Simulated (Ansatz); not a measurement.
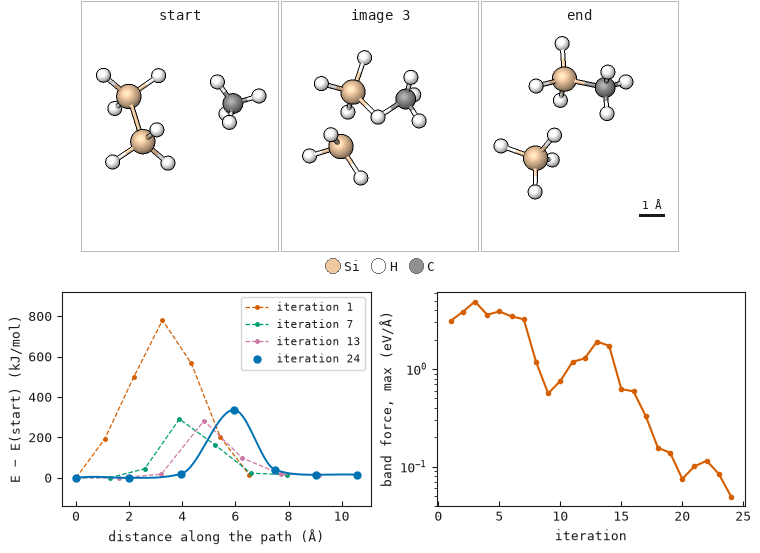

A search for the minimum-energy path of CH10Si2, made up of Si₂H₆ and CH4 by the nudged elastic band. Images are numbered from 0 (start) to 6 (end). The plot follows the band through its iterations. A ball-and-stick model, seen at a tilt.

Theory: Ansatz 0.2.0, RKS PBE0-D4/def2-SVP.

Input
```yaml
crystal:
  periodic: [false, false, false]
  atoms:
    - {symbol: Si, position_ang: [0.569483, 1.100630, 1.672046]}
    - {symbol: Si, position_ang: [1.423098, -0.805415, 0.619564]}
    - {symbol: H, position_ang: [-0.630006, 1.606564, 0.953287]}
    - {symbol: H, position_ang: [0.184382, 0.781644, 3.073324]}
    - {symbol: H, position_ang: [1.597932, 2.175486, 1.696236]}
    - {symbol: H, position_ang: [-0.835988, -0.936897, -2.178961]}
    - {symbol: C, position_ang: [-1.597735, -0.236583, -1.837409]}
    - {symbol: H, position_ang: [2.625657, -1.289486, 1.350304]}
    - {symbol: H, position_ang: [0.407789, -1.892025, 0.604811]}
    - {symbol: H, position_ang: [1.812805, -0.495144, -0.781818]}
    - {symbol: H, position_ang: [-2.414203, -0.207791, -2.558513]}
    - {symbol: H, position_ang: [-1.162182, 0.757942, -1.743114]}
    - {symbol: H, position_ang: [-1.980932, -0.559025, -0.869558]}
basis:
  gaussian: {orbitals: def2-SVP}
hamiltonian: {xc: pbe0, dispersion: d4}
neb:
  images: 5
  climbing: true
  max_iterations: 40
  initial_path: idpp
  final_atoms:
    - {symbol: Si, position_ang: [-0.857687, 1.310819, 0.708688]}
    - {symbol: Si, position_ang: [1.813662, -1.677655, 0.142155]}
    - {symbol: H, position_ang: [-1.218903, 2.734589, 0.947747]}
    - {symbol: H, position_ang: [-1.474492, 0.485401, 1.781745]}
    - {symbol: H, position_ang: [0.622077, 1.187732, 0.822961]}
    - {symbol: H, position_ang: [0.434526, -1.838508, 0.670367]}
    - {symbol: C, position_ang: [-1.441562, 0.756237, -0.978987]}
    - {symbol: H, position_ang: [2.660947, -1.003802, 1.156654]}
    - {symbol: H, position_ang: [2.377206, -3.016981, -0.166159]}
    - {symbol: H, position_ang: [1.772881, -0.863694, -1.099084]}
    - {symbol: H, position_ang: [-1.188940, -0.291836, -1.152587]}
    - {symbol: H, position_ang: [-0.974685, 1.353150, -1.765665]}
    - {symbol: H, position_ang: [-2.524930, 0.864449, -1.067634]}
```

Launched with:
```bash
ansatz run in.yaml --threads 4 --pin off --events-out ev --progress --plain --max-ram 9574MiB
```

**Judge this run.**

The run is converged, with reservations. The band converged in 24 iterations. The largest component of the band force went from 3.1 to 0.05 eV/Å. The climbing image converged on the top of the path. Its curvatures weren't checked. The largest force component is 0.27 eV/Å at the start and 0.28 eV/Å at the end; an end with forces this large is no minimum, and the barrier measured from it can be far off. The first iteration put the highest image at 780.5 kJ/mol. The energy climbs by 336.4 kJ/mol to image 3 and then falls by 320.8 kJ/mol, so the end point sits at +15.7 kJ/mol.

Limits of the set-up: the start holds two separate molecules, 2.9 Å apart at their closest, whose relative position is a soft coordinate.

The run took 2.7 min on 4 threads of AMD EPYC 7R43 64-Core, with other jobs on the host.
